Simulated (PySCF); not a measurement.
Input

```
{"job": {"kind": "nmr", "xc": "PBE0", "basis": "pcSseg-1"}, "charge": 0, "multiplicity": 1}
C      2.287305    -0.652961     0.149117
C      1.454592     0.324135    -0.196117
C      0.014364     0.195694    -0.077475
N     -0.531404    -0.923254     0.388055
C     -1.854829    -0.958481     0.462477
N     -2.680225     0.007838     0.118532
N     -2.176879     1.121162    -0.342337
C     -0.877526     1.230780    -0.444952
F     -0.409863     2.384981    -0.920844
H      3.353748    -0.546087     0.055897
H      1.907371    -1.584077     0.534181
H      1.809461     1.268223    -0.584603
H     -2.300505    -1.867467     0.840341
```

Command:

```sh
OMP_NUM_THREADS=1 python probes_run.py task.json out
```

Geometry: GFN2-xTB.

Level of theory: PBE0/pcSseg-1, SCF density, gas phase, non-relativistic in PySCF 2.14.0.

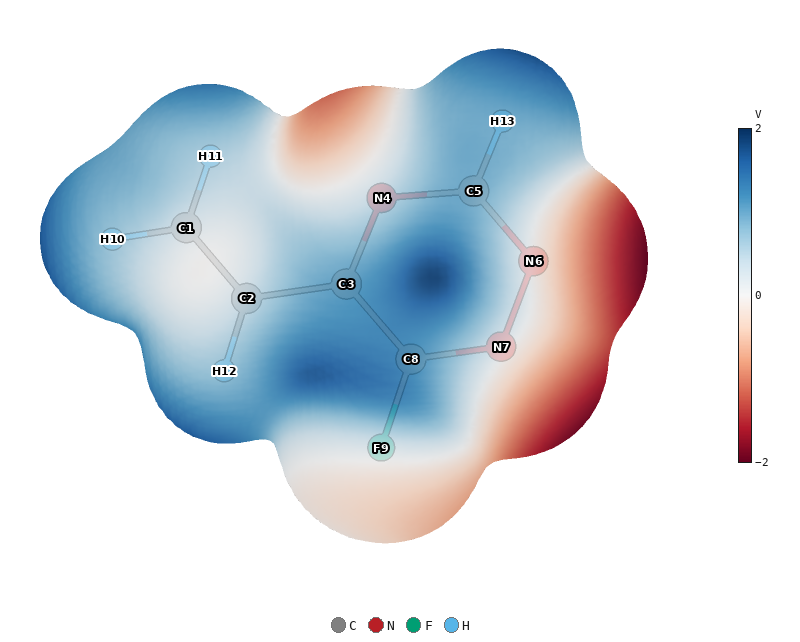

C₅H₄FN₃ (SMILES C=Cc1ncnnc1F). The electrostatic potential painted on the density surface at 0.004 e/bohr³, seen across its widest extent; red is negative and blue positive.

Where is the surface potential most negative and most positive?

The most negative region (about −1.9 V) lies over N6 and N7, the most positive (about +1.8 V) over the π face of C3, C5 and C8.

What dipole moment does the calculation give?

Its dipole moment is 3.67 D.
